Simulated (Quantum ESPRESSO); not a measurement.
Consider Y2C (R-3m).

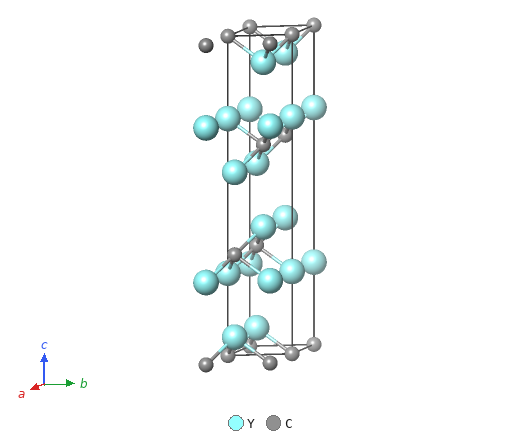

The structure (yttrium teal, carbon grey). Bonds to atoms that aren't drawn are left out. 2×1×1 conventional cells are drawn. Some periodic images of atoms are drawn too.

```
CELL_PARAMETERS angstrom
1.81242 1.04640 5.98800
-1.81242 1.04640 5.98800
0.00000 -2.09280 5.98800
ATOMIC_POSITIONS crystal
Y 0.74207 0.74207 0.74207
Y 0.25793 0.25793 0.25793
C 0.00000 0.00000 0.00000
```

Absorber: atom 3, with 6 Y at 2.49 Å (octahedral, site symmetry -3m). Method: Quantum ESPRESSO XSpectra, LDA, excited-electron core hole (neutral cell), 9-atom cell with 6.3 Å between holes, 6×6×5 k points, dipole transitions, Lorentzian half width 0.3 eV up to 4 eV, rising linearly to 2.5 eV at 25 eV.

Q: What does the C K edge look like?

Main maxima up to 24 eV above the zero (height): 1.1 eV (0.68), 3.5 eV (1.82), 6.3 eV (1.89), 10.7 eV (1.11) and 23.1 eV (0.74). A K edge sees empty p states; the first features are C p mixed into the empty d states of the Y neighbours, and the broad ones above probably into the cations' higher empty bands. The total-energy difference is 284.59 eV. One term is added: -6.67 eV, since the hole is spin-paired here and a spin-polarised one costs that much less in the free atom (computed apart). The photon energy is then 277.92 eV. The functional leaves an error in such absolute values: in the free atom LDA prices this hole 2.9 eV below PBE (computed apart), and PBE is itself good to a few eV.

The C K spectrum (energy from the energy zero of the input (xe0, at the border of filled and empty states); intensity scaled to a mean of 1 over the first 20 eV; the points at xe0, where the cut of filled states can leave a spike, are interpolated; polarised curves are means over the symmetry-equivalent atoms):

```tsv
E (eV)	isotropic	ε ⊥ c	ε ∥ c
-2.0	0.04	0.04	0.04
-0.5	0.10	0.09	0.12
1.0	0.66	0.50	0.96
2.5	1.13	1.05	1.30
4.0	1.75	1.66	1.93
5.5	1.86	1.93	1.71
7.0	1.41	1.38	1.47
8.5	0.81	0.79	0.86
10.0	1.04	1.06	1.00
11.5	1.07	1.18	0.85
13.0	0.89	0.91	0.87
14.5	0.67	0.65	0.71
16.0	0.64	0.62	0.69
17.5	0.65	0.60	0.73
19.0	0.63	0.59	0.71
20.5	0.64	0.64	0.66
22.0	0.72	0.75	0.65
23.5	0.74	0.77	0.68
25.0	0.69	0.69	0.67
26.5	0.64	0.64	0.63
28.0	0.63	0.63	0.61
29.5	0.63	0.64	0.63
31.0	0.61	0.61	0.61
```

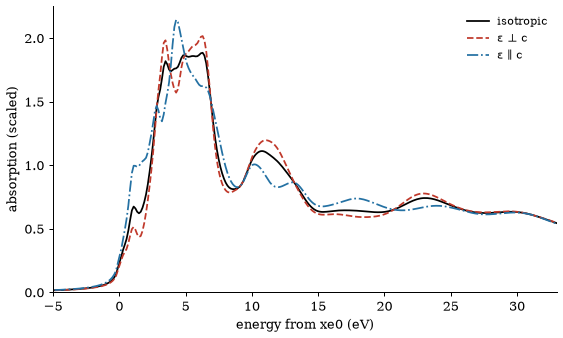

The C K edge.

The holes are only 6.3 Å apart, so the shape is probably not converged with cell size; no larger cell was run here. The structure is a published determination, not relaxed.

[Banner, clock and machine lines of the logs are left out without a mark of their own.]

[Logs are printed without paths, hosts, clocks, repeated set-up lines and the standing remarks that a program may print on its own settings, such as how far it seeks lower states.]

[Hosts, paths, dates, database ids (printed as entryN), source tags and the programs' standing remarks are cut or masked in the printed files.]

[Lists of maxima count a maximum above −3 eV only where it reaches 4 % of the highest in the window and stands out from its surroundings by 2 % of it (1.5 % where it reaches 55 %); shoulders and weaker maxima are passed over, and of the rest the first, up to two pre-edge ones and the few strongest are named.]
